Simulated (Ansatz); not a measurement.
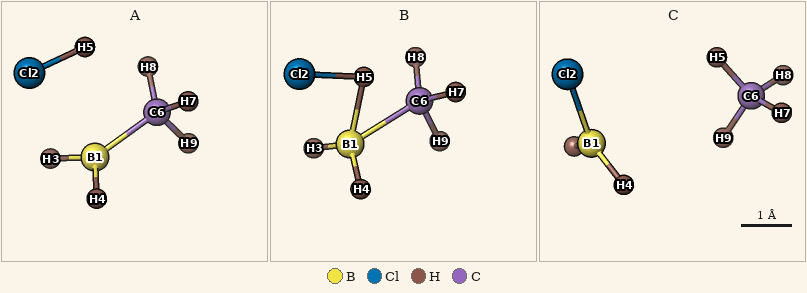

3 geometries from a converged minimum-energy path of CH6BCl, made up at the start of BH₂Cl and CH₄, shuffled. A ball-and-stick model, seen at a tilt.

These are results of RKS PBE/def2-TZVP in Ansatz, not measurements. Set-up: 9 movable images; climbing image; force threshold 0.03 eV/Å; iteration limit 60; starting path through a guess of the saddle point.

> Which frame is the transition state?

B. In order along the path, whose images run from 0 to 10: C (image 0, 0.00 eV), B (image 7, +1.36 eV), A (image 9, +1.01 eV). Breaking: B1–Cl2 (1.74 → 2.15 at the top → 2.65 Å), H5–C6 (1.10 → 1.50 at the top → 3.05 Å). Forming: B1–C6 (3.60 → 1.69 at the top → 1.57 Å), Cl2–H5 (3.56 → 1.51 at the top → 1.29 Å).

Limits of the set-up: the start holds two separate molecules, 3.1 Å apart at their closest, whose relative position is a soft coordinate and is computed without a dispersion correction.
